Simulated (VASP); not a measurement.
Band structure of RuS (space group I4_1md). Calculation: PBE GGA, VASP's PBE PAW potentials (set 64) (plane waves; VASP 6.6.1).

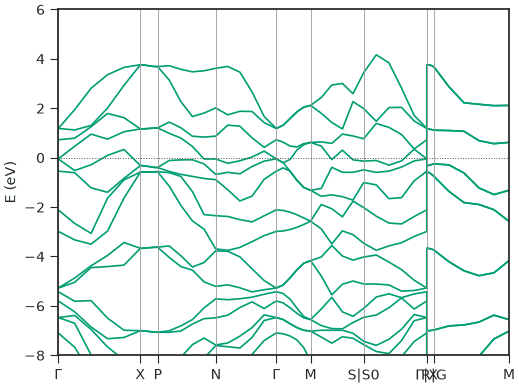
Fig. 1. Bands along high-symmetry lines, zero at the valence-band maximum or, without a gap, the Fermi level

Problem. Read the plot: is there a gap, and where are the band edges?

Solution. It has no gap at this level: it comes out as a metal or semimetal.

The structure was generated: RuS was put into an ordered model structure, which need not be its known phase. The cell was not relaxed at this level. The k-mesh is coarse (spacing up to 0.43 per Å, 2π included), so the numbers may not be converged in it.
